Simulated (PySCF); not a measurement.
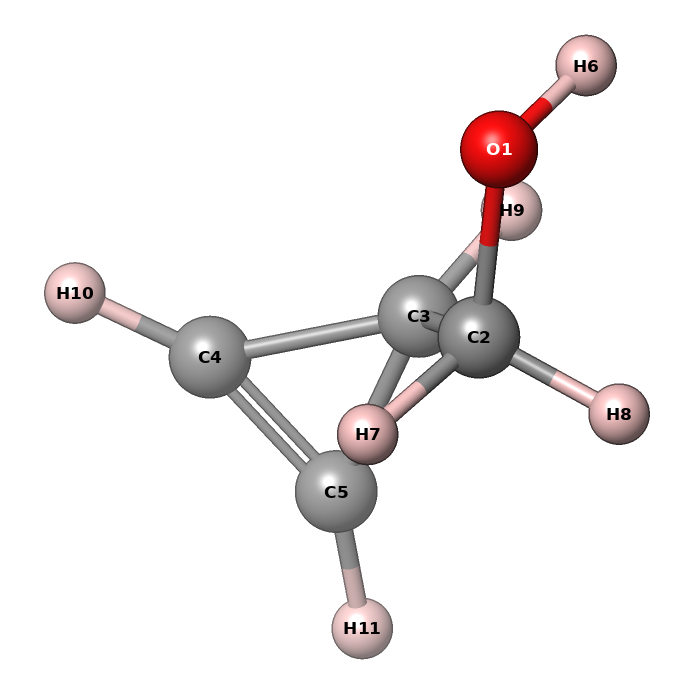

C3 lies behind C2. The molecule seen a little off the C2–C3 bond, C2 in front. Atoms fade into the background with distance from the viewer. Geometry: a frame of a GFN2-xTB molecular-dynamics simulation, not a minimum.

Q: What is the torsion angle O1–C2–C3–C4? The sign is positive where the front bond must turn clockwise to cover the back bond.

A: −104°, anticlinal.
